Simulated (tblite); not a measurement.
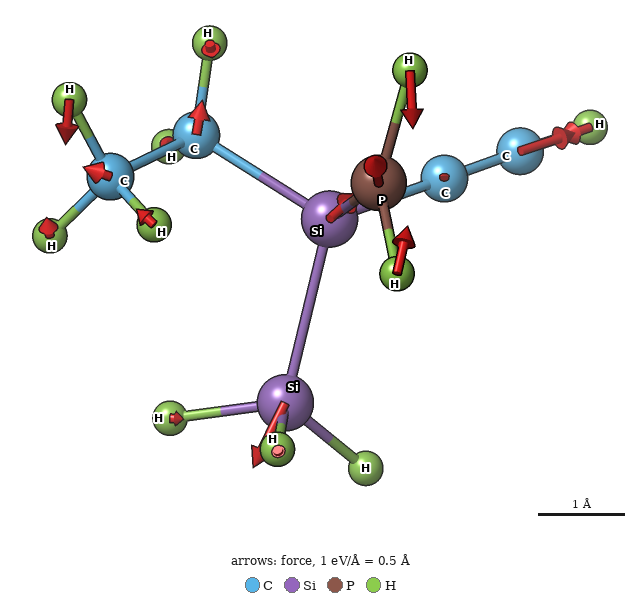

Starting geometry of C$_{4}$H$_{11}$PSi$_{2}$ with the computed forces as red arrows. Style: ball-and-stick. Shown at a tilt.

Theory: GFN2-xTB geometry optimisation, gas phase in tblite. 

What follows when this structure is relaxed?

It isn't relaxed: the largest force vector, on a Si atom, is 1.74 eV/Å. The final displacements follow the starting forces only in part (cosine between the two patterns 0.31). The energy falls by 168.4 kJ/mol in 141 geometry steps. The largest moves after the best rigid fit, 1.01 Å, are those of H atoms. By element the largest moves are H 1.01 Å, C 0.29 Å, P 0.29 Å, Si 0.22 Å. Some distances before and after: P–Si 2.140 → 2.273 Å, Si–Si 2.221 → 2.336 Å, C–Si 1.880 → 1.921 Å, H–P 1.417 → 1.383 Å. Among the angles between lasting bonds that change: H–P–H 119.7° → 92.0°, Si–P–H 119.7° → 93.9°, Si–P–H 119.8° → 95.0°. Groups turn about C–C by about 40°.
